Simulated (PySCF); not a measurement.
# SiSn+: bond curves at several levels of theory

One job finds the state of SiSn+, follows it along the bond with each method and fits the curves.

The runs use PySCF 2.14.0; Si x2c-SVPall, Sn x2c-SVPall, spin-free X2C with a Gaussian nucleus.

### 1 The job

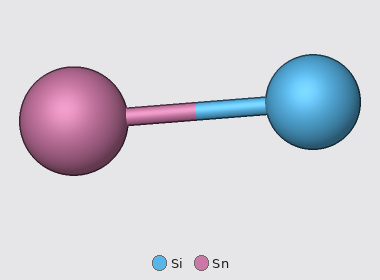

The two atoms at the starting distance (silicon blue, tin pink).

The job is set up so:

```json
{
  "atoms": "Si, Sn",
  "charge": "1",
  "basis": "Si x2c-SVPall, Sn x2c-SVPall",
  "Hamiltonian": "spin-free X2C with a Gaussian nucleus",
  "basis functions": "54",
  "electrons treated": "63",
  "masses in u": "27.9769, 119.9022",
  "levels": "PBE0, PBE, r²SCAN, BP86, TPSS, M06, CAM-B3LYP, HF, MP2, SCS-MP2, CCSD, CCSD(T)",
  "grid": "80 radial by 434 angular points",
  "occupations": "held fixed by the projection of orbital angular momentum",
  "dissociation limit": "Si + Sn+, each in its ground configuration",
  "starting distance in angstrom": "2.565",
  "values of 2S to try": "1, 3"
}
```

After this run come: First curve: PBE0; Other states along the same grid; PBE; r²SCAN (meta-GGA); BP86 (GGA); TPSS (meta-GGA); M06 (hybrid meta-GGA); CAM-B3LYP; UHF; MP2 and coupled cluster.

What does the calculation give? Wanted: for each run, Re; ωe; De; μ.

As calculated:

Lowest PBE0 solution found, without spin–orbit coupling: ⁴Σ⁻ (quartet), unpaired electrons σ ↑, π ↑↑. State 2 has its PBE0 minimum 0.35 eV higher, as a spin-mixed determinant (⟨S²⟩ = 1.77), so this is no gap between pure states. State 3 has its PBE0 minimum 0.38 eV higher, as a spin-mixed determinant (⟨S²⟩ = 1.76), so this is no gap between pure states. State 4 has its PBE0 minimum 0.48 eV higher. The other levels ran on the lowest alone.

| level | Re (Å) | ωe (cm⁻¹) | De (eV) | μ (D) |
| --- | --- | --- | --- | --- |
| UHF | 2.531 | 339 | 1.43 | -1.53 |
| UHF-MP2 | 2.537 | 332 | 2.34 | n/a |
| UHF-SCS-MP2 | 2.521 | 347 | 2.04 | n/a |
| UHF-CCSD | 2.554 | 318 | 2.20 | n/a |
| UHF-CCSD(T) | 2.565 | 309 | 2.35 | n/a |
| PBE | 2.579 | 294.5 | 2.99 | -2.01 |
| BP86 | 2.585 | 289.6 | 2.95 | -2.11 |
| TPSS | 2.567 | 299.9 | 2.85 | -1.87 |
| r²SCAN | 2.551 | 311 | 2.83 | -2.02 |
| PBE0 | 2.541 | 319 | 2.73 | -1.89 |
| M06 | 2.555 | 313 | 2.87 | -1.78 |
| CAM-B3LYP | 2.527 | 327 | 2.40 | -2.02 |

De is counted to Si + Sn+ in their ground configurations. A positive dipole points from Si to Sn; in an ion it is taken about the centre of mass and does not tell which atom is negative.

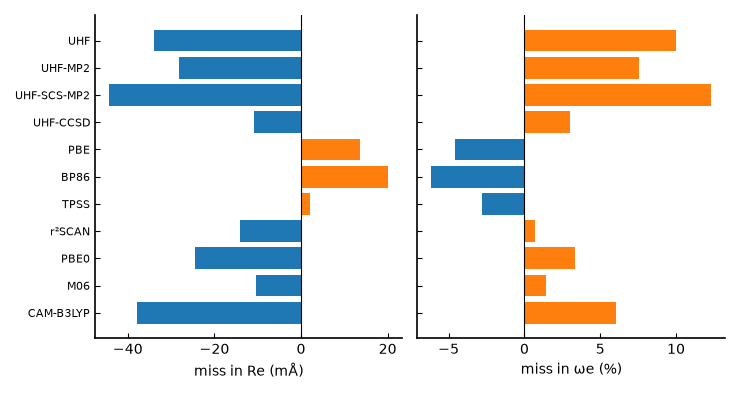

How far each level lies from CCSD(T) in the same basis.

**Reading.** Judged by CCSD(T) in the same basis: best bond length TPSS (+2 mÅ), worst UHF-SCS-MP2 (-44 mÅ); best wavenumber r²SCAN (+0.7 %), worst UHF-SCS-MP2 (+12.3 %). Hartree–Fock falls on the short and stiff side, its usual fault. PBE has the long and soft bond that GGAs tend to give. CCSD(T) in a basis this small is itself some way from its limit, more so than the functionals. Among the levels with a De in the table, it runs from 1.43 eV (UHF) to 2.99 eV (PBE).

Correlated steps freeze 23 core orbitals. Spin–orbit coupling is left out, which matters for elements this heavy, above all for dissociation energies.
